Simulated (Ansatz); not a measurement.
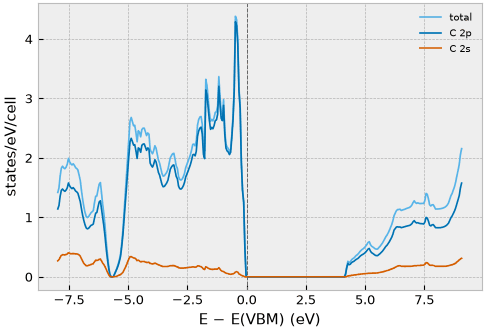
*Total and projected density of states of C in space group P6_122 (No. 178; C on 6b), plane-wave PAW PBE (Ansatz code)*

Q: Which orbitals carry the states next to the gap?

A: Top 1 eV of the valence band: C 2p 98 %. Bottom 1 eV of the conduction band: C 2p 82 %, C 2s 10 %, outside the projected shells 8 %. Projections are on Löwdin-orthogonalised atomic valence shells; empty p or d shells of many metals are not among them.

Q: Where is the tallest occupied peak in this window, and what makes it?

A: Near -0.5 eV, about 4.4 states/eV per cell; the largest projected share is C 2p.

The start of the workflow was typed in or built on a structure type; neither database checked (COD, Materials Project) lists it. It is not the phase usual at ambient conditions (space group No. 194, 227). The PBE relaxation kept the symmetry of its start; its stability against distortions is not shown here.

Potentials: the later of the program's two PAW sets.
